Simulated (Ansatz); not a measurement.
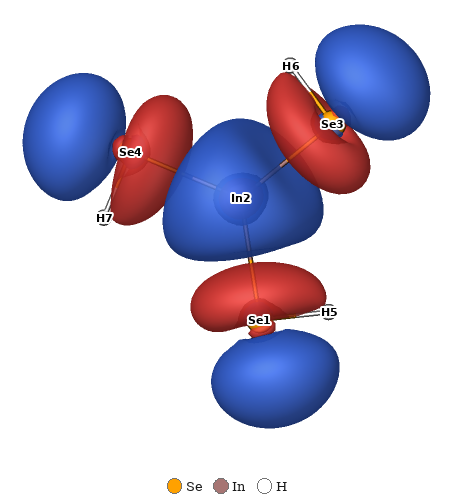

H$_{3}$InSe$_{3}$. One frontier orbital at ±0.06 Å⁻³ᐟ² (red and blue are the two phases), seen at a tilt.

Geometry: PBE0-D4/def2-TZVP; core potentials replace the inner electrons of In.

Level of theory: RKS PBE0-D4/def2-TZVPP in Ansatz 0.2.0.

Input

```
crystal:
  periodic: [false, false, false]
  atoms:
    - {symbol: Se, position_ang: [-2.431432, -0.138332, -0.533345]}
    - {symbol: In, position_ang: [0.008795, -0.014601, -0.005738]}
    - {symbol: Se, position_ang: [0.760068, 0.416215, 2.339128]}
    - {symbol: Se, position_ang: [1.697704, -0.323333, -1.822498]}
    - {symbol: H, position_ang: [-2.790426, 0.122387, 0.867577]}
    - {symbol: H, position_ang: [2.173388, 0.374067, 1.938901]}
    - {symbol: H, position_ang: [0.643204, -0.504303, -2.829826]}
basis:
  gaussian: {orbitals: def2-TZVPP}
hamiltonian: {xc: pbe0, dispersion: d4}
output: {orbitals: {seedname: orbitals}}
```

Launched as:

```sh
ansatz run in.yaml --threads 2 --pin off --events-out ev --progress --plain --max-ram 20480MiB --backend cpu
```

Which orbital is it: HOMO or LUMO?

Answer. The LUMO, at −1.92 eV. It lies mainly on In2 (about 35 %), Se1 (about 20 %), Se3 (about 20 %) and Se4 (about 20 %); it is symmetric in the molecular plane (an in-plane orbital: σ, lone-pair or in-plane π type).
